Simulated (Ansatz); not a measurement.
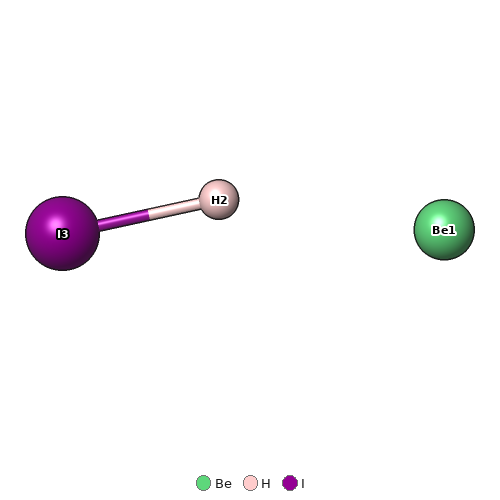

The system is Be + HI; the picture shows the reference structure. The first coordinate is: distance Be1–H2; the second: distance H2–I3. Nothing is relaxed (the angle Be1–H2–I3 is fixed at 160 degrees). The grid has 17 × 17 points. Points are written as (first, second). Energies are in kJ/mol, from Be far from the relaxed HI (each part in its own basis). The reference is spin-restricted, so regions where a bond is pulled apart into radicals lie too high. All numbers below come from RKS PBE0-D4/def2-SVPD in Ansatz.

Its coordinates:

```yaml
atoms:
  - { symbol: Be, position_ang: [-2.3190, 0.0000, 0.0000] }
  - { symbol: H, position_ang: [0.0000, 0.0000, 0.0000] }
  - { symbol: I, position_ang: [1.5336, 0.5582, 0.0000] }
```

Range: distance Be1–H2 from 1.016 to 3.416 Å; distance H2–I3 from 1.360 to 3.760 Å.

**What landscape does the calculation give?**

The lowest grid point is at (2.319 Å, 1.632 Å), −11 kJ/mol from Be far from the relaxed HI (each part in its own basis). The highest grid point, (1.016 Å, 1.360 Å), lies 515 kJ/mol above the lowest.

| distance H2–I3 ↓, distance Be1–H2 → | 1.016 | 1.177 | 1.412 | 1.687 | 1.991 | 2.319 | 2.667 | 3.034 | 3.416 |
| --- | --- | --- | --- | --- | --- | --- | --- | --- | --- |
| 3.567 | 280 | 175 | 150 | 193 | 260 | 323 | 371 | 404 | 425 |
| 3.192 | 265 | 157 | 129 | 168 | 229 | 287 | 331 | 360 | 379 |
| 2.835 | 247 | 135 | 102 | 134 | 187 | 237 | 275 | 300 | 316 |
| 2.496 | 229 | 112 | 69 | 90 | 132 | 172 | 202 | 221 | 233 |
| 2.179 | 219 | 93 | 37 | 42 | 68 | 95 | 115 | 128 | 136 |
| 1.889 | 234 | 95 | 19 | 3 | 10 | 21 | 32 | 39 | 43 |
| 1.632 | 297 | 144 | 46 | 5 | −9 | −11 | −9 | −6 | −4 |
| 1.425 | 433 | 268 | 151 | 90 | 60 | 48 | 44 | 44 | 45 |

The table holds every second grid line.

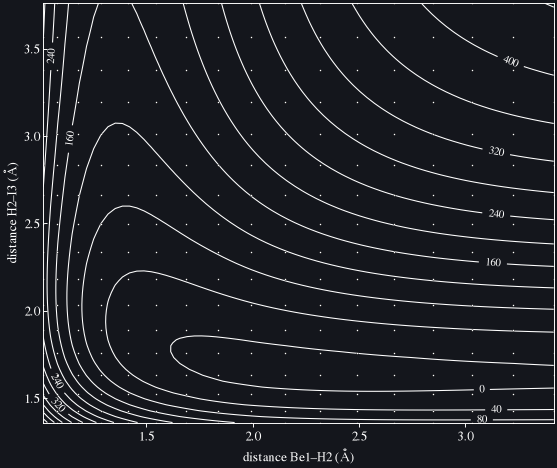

Drawn: contour lines labelled in kJ/mol, dots at the grid points. Between grid points the surface is interpolated.

Each point was launched as `ansatz run input.yaml --threads 1 --pin off --max-ram 2560MiB --backend cpu --events-out ev --progress --plain --runs-dir out`. The whole map (289 points run) took 9.5 min on 1 thread of Arm Neoverse V1, with other jobs on the host.
